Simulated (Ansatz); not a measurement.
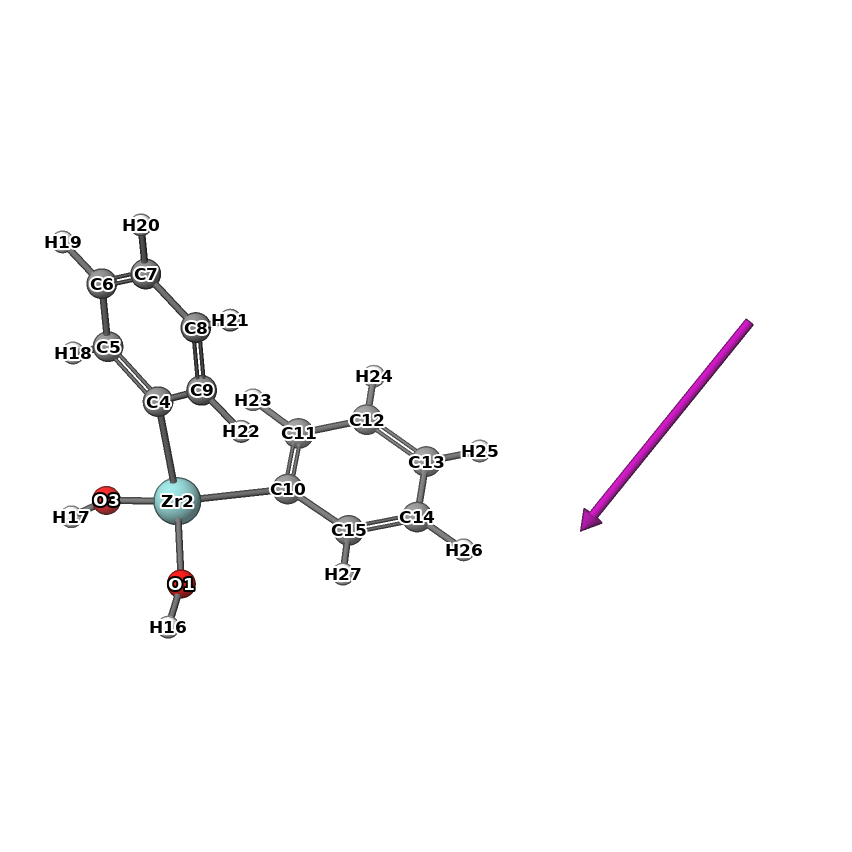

The arrow beside the molecule shows the direction of the dipole moment, from the negative to the positive end (its length means nothing). The species is neutral and a spin singlet. Computed geometry: PBE0-D4/def2-TZVP optimisation. No frequency run is at hand to confirm it as a minimum. Properties computed with RKS B3LYP-D4/def2-TZVPP, core potentials on Zr (Ansatz 0.2.0).

> Estimate the dipole moment.

2.03 D; it points from the side of H20, H25 to the side of H16, H17 (the outermost atoms at the two ends).
